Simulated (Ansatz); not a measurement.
KTaO₃ (cubic perovskite)

```
KTaO3
1.0
    4.02318     0.00000     0.00000
    0.00000     4.02318     0.00000
    0.00000     0.00000     4.02318
K Ta O
1 1 3
Direct
  0.00000   0.00000   0.00000
  0.50000   0.50000   0.50000
  0.00000   0.50000   0.50000
  0.50000   0.50000   0.00000
  0.50000   0.00000   0.50000
```

In this cell atom 1 (K, nearest neighbour O at 2.845 Å; its periodic images, 4.0 Å or more away, move with it) is moved by s towards the nearest neighbour, unit vector (-0.707, -0.707, 0.000); all other atoms and the cell stay fixed.

These are PBE (plane waves to 420 eV, PAW, scalar-relativistic; Ansatz, a quantum-chemistry and plane-wave program) values and carry that method's errors. k mesh 7×7×7 (Γ-centred), Fermi-Dirac smearing 0.05 eV. Energies are smeared free energies. F∥ is the force on the atom along that direction. KTaO3 is run without spin polarisation. KTaO3 was relaxed with its symmetry unable to fall. Spin-orbit coupling is left out, though Ta is heavy. The PAW data are Ansatz's earlier set. ΔE is measured from the undisplaced structure.

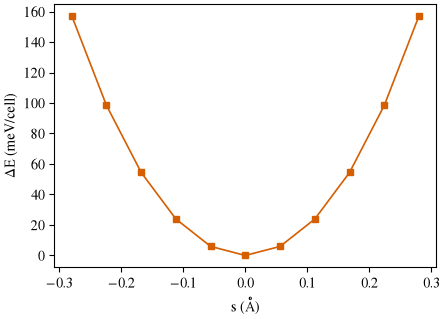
*ΔE (meV/cell) against s (Å); one marker a computed point.*

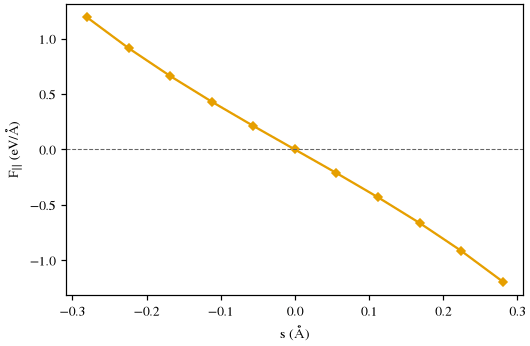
F∥ (eV/Å) against s (Å); computed points joined by lines.

The force along the line at s = -0.280 Å is 1.19 eV/Å and the force constant k = d²E/ds² at s = 0 (finite differences) is 3.77 eV/Å². Symmetry of the curve: even: the same for both signs. Shape of the curve: a single well with its minimum at or next to zero displacement. Harmonic estimate at the end of the scan: ½ks² = 147.9 meV/cell against the computed 157.2 meV/cell, so the well is stiffer than harmonic there.

With its periodic images moving along, the atom's site symmetry in this cell is m-3m.

(A displaced cell: forces are minus the slopes of the energy, force constants its curvatures, and phonons follow from these.)
